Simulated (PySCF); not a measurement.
```xyz
16

C     2.2107    1.2737    0.5370
C     1.3691    0.1049    0.2217
C    -0.0361    0.2034   -0.0010
Cl   -0.8843    0.2628    1.7610
C    -0.6813   -0.9694   -0.7130
C    -2.1708   -0.7590   -0.9369
F    -2.3831    0.2749   -1.7897
F    -2.7144   -1.8493   -1.5301
H     2.4578    1.2915    1.6035
H     3.1596    1.2172    0.0015
H     1.7072    2.2046    0.2882
H     1.8051   -0.8753    0.3368
H    -0.3593    1.1651   -0.3982
H    -0.2099   -1.0888   -1.6927
H    -0.5449   -1.8904   -0.1451
H    -2.7330   -0.5569   -0.0143
```

Geometry: GFN2-xTB.

Computed with UKS B3LYP, pcH-1 on C Cl F H, non-relativistic, mean-field spin-orbit, GIAO in PySCF.

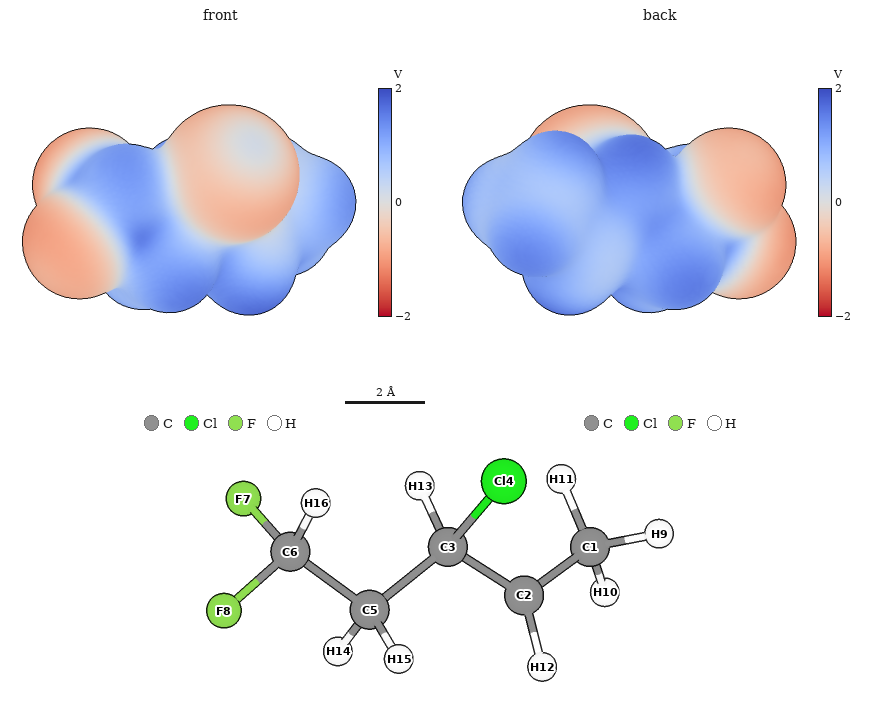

C$_{5}$H$_{8}$ClF$_{2}$ (doublet). The electrostatic potential painted on the density surface at 0.004 e/bohr³, seen from the front and from behind; red is negative and blue positive. The bare structure is drawn below in the same view.

### Where is the surface potential most negative and most positive?

The most negative region (about −1.0 V) lies over F7 and F8, the most positive (about +1.6 V) over H12 and H13.
